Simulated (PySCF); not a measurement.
Input

```
{"job": {"kind": "nmr", "xc": "PBE0", "basis": "pcSseg-1", "pop": false}, "charge": 0, "multiplicity": 1}
N     -1.586600     1.010400     0.398200
Si    -1.345800    -0.653300     0.023400
Si     0.930700    -0.916400    -0.306900
P      1.926000     1.088400    -0.516000
H     -2.509600     1.354000     0.608600
H     -1.068600     1.710700    -0.110000
H     -2.114200    -1.135400    -1.139600
H     -1.884800    -1.359300     1.189200
H      1.598300    -1.700200     0.744300
H      1.282100    -1.597100    -1.561800
H      3.178500     0.675000    -0.108600
H      1.595200     1.522600     0.753100
```

Launched as:

```sh
OMP_NUM_THREADS=1 python probes_run.py task.json out
```

Geometry: GFN2-xTB, NEB image 0 of 0 to 8.

All numbers below come from PBE0/pcSseg-1, SCF density, gas phase, non-relativistic (PySCF 2.14.0).

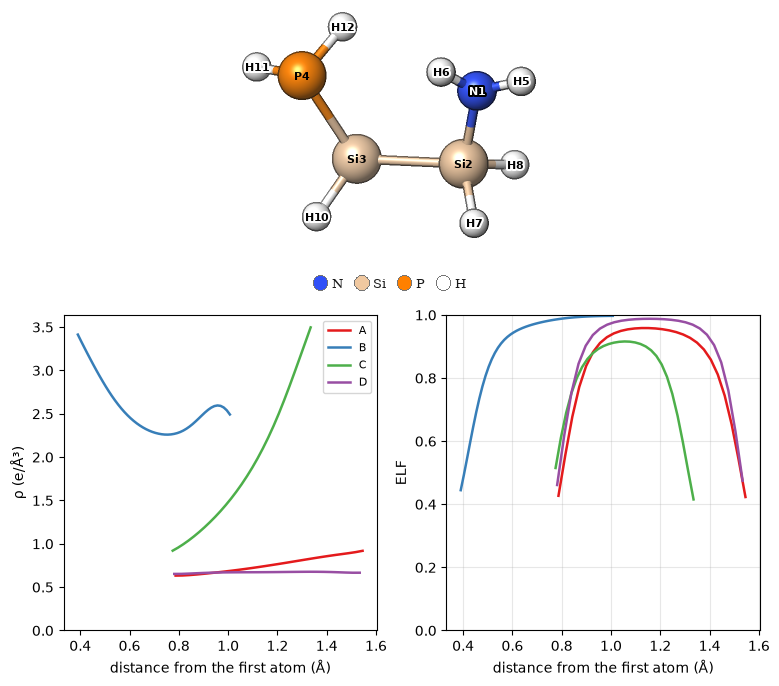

H₈NPSi₂. Total electron density and electron localisation function along straight lines between neighbouring atoms. The curves leave out the atomic cores. The structure is drawn too.

Question: Which curve belongs to which contact (N–H, Si–N, Si–P and Si–Si)? The first atom named is at distance zero.

Answer: Curve A: Si–P (2.25 Å): ρ is about 0.73 e/Å³ halfway; the ELF peaks at about 0.95 between the atoms (localised, covalent bonding). Curve B: N–H (1.01 Å): ρ is about 2.8 e/Å³ halfway; the ELF climbs to about 1 towards the hydrogen, as it does in any bond to H: an ordinary covalent bond to hydrogen. Curve C: Si–N (1.72 Å): ρ is about 1.1 e/Å³ halfway; the ELF peaks at about 0.90 between the atoms, as expected for a polar covalent bond. Curve D: Si–Si (2.32 Å): the density is about 0.67 e/Å³ at the midpoint; the ELF peaks at about 1 between the atoms, as expected for a covalent bond.
